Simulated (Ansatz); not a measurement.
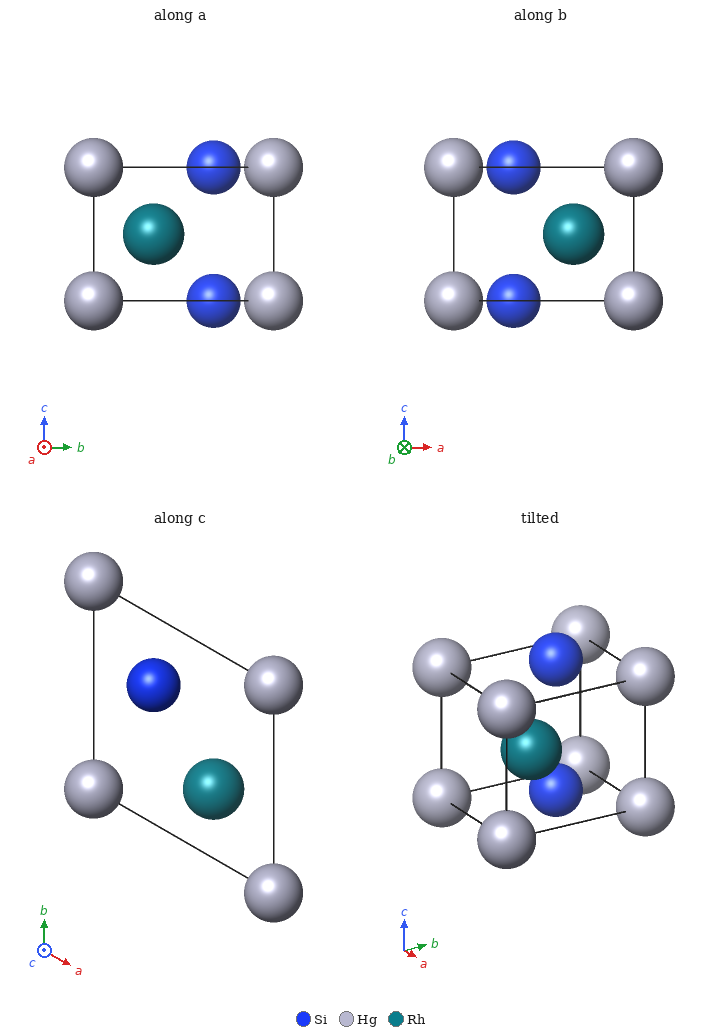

The figure gives a spheres-only picture of the atoms, viewed along the a axis, along the b axis, along the c axis and slightly off an axis. The conventional unit cell is outlined; an atom on or near a face, edge or corner is repeated at each equivalent position.

Lattice parameters: a = 4.463 Å, b = 4.463 Å, c = 2.866 Å, α = 90.00°, β = 90.00°, γ = 120.00°.

Give the structure in the form of a table of Wyckoff sites.

Answer. Space group P-6m2 (No. 187).
| atom | site | x | y | z |
| --- | --- | --- | --- | --- |
| Si | 1c | 0.3333 | 0.6667 | 0.0000 |
| Hg | 1a | 0.0000 | 0.0000 | 0.0000 |
| Rh | 1f | 0.6667 | 0.3333 | 0.5000 |

Origin of the cell: a structure type filled with these elements by a generator (whether the compound takes this form wasn't checked). What is shown is the relaxed result from Ansatz 0.2.0, DFT PBE, scalar-relativistic, plane waves, PAW.
